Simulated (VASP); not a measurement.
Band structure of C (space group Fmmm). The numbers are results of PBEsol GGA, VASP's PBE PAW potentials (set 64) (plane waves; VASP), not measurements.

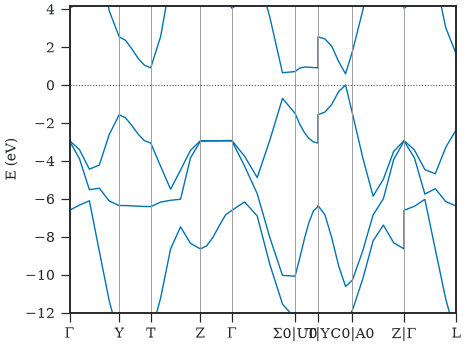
Fig. 1. Bands along high-symmetry lines, zero at the valence-band maximum or, without a gap, the Fermi level

**Question.** Read the plot: is there a gap, and where are the band edges?

**Answer.** The gap is indirect, 0.17 eV, from the valence maximum at Y-C0 at 0.80 to the conduction minimum at (0.00, 0.31, 0.31).

The structure comes from a measured C entry of the Crystallography Open Database, whose conditions weren't checked. The cell was not relaxed at this level.
